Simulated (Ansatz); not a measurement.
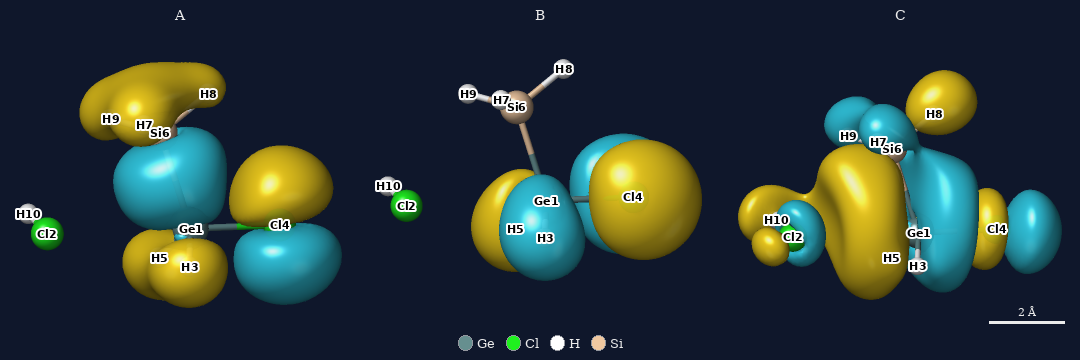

Figure. ClGeH5Si···HCl. Three frontier orbitals at ±0.06 Å⁻³ᐟ² (yellow and cyan are the two phases), in no order.

All numbers below come from RKS PBE0/def2-SVP (Ansatz).

```
atom    x (Å)    y (Å)    z (Å)
  Ge   0.0640   0.5716  -0.3966
  Cl   0.8607  -0.3863   2.8802
   H   1.0416  -0.6058  -0.5417
  Cl  -0.4453   1.1804  -2.4307
   H  -1.2558   0.0890   0.2313
  Si   1.0009   2.4806   0.7009
   H   2.4179   2.2181   1.0901
   H   0.9441   3.6431  -0.2340
   H   0.2058   2.8047   1.9258
   H  -0.1109   0.2650   3.4197
```

Q: Order the three orbitals by energy and name them.

A: B is the HOMO−1 (−8.33 eV). Its weight (Hirshfeld) is mainly on Cl4 (about 75 %), Ge1 (about 10 %), H5 (about 5 %) and H3 (about 5 %); largely a lone pair of Cl4. A is the HOMO (−7.90 eV). It lies mainly on Cl4 (about 45 %), Si6 (about 20 %) and Ge1 (about 20 %). C is the LUMO (−0.31 eV). Its weight (Hirshfeld) is mainly on Ge1 (about 35 %), Cl4 (about 20 %), Si6 (about 20 %) and Cl2 (about 10 %).

Q: What is the HOMO–LUMO gap?

A: 7.59 eV between the orbital energies.
